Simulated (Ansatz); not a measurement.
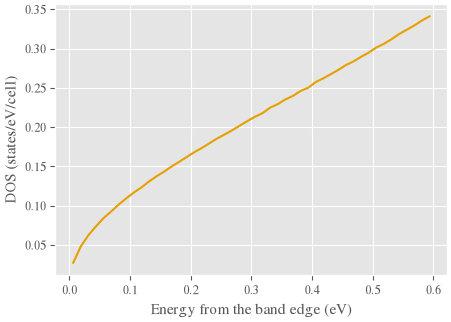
Figure: Density of states of Si (Fd-3m) below the valence band maximum, HSE06, rigid bands in Ansatz (a quantum-chemistry and plane-wave program); cell volume 40.1 Å³.

**Question.** What effective density of states at 300 K does this give (∫ g(E) exp(−E/k_BT) dE, both spins, divided by the cell's size)?

**Answer.** 3.3e19 cm⁻³, a density-of-states mass of 1.20 mₑ, valleys and band degeneracy included.

Spin-orbit coupling is left out; where it splits the top of the valence band, N_v and the p-type Seebeck coefficient come out somewhat high without it. Geometry: cell and atoms relaxed with PBEsol.
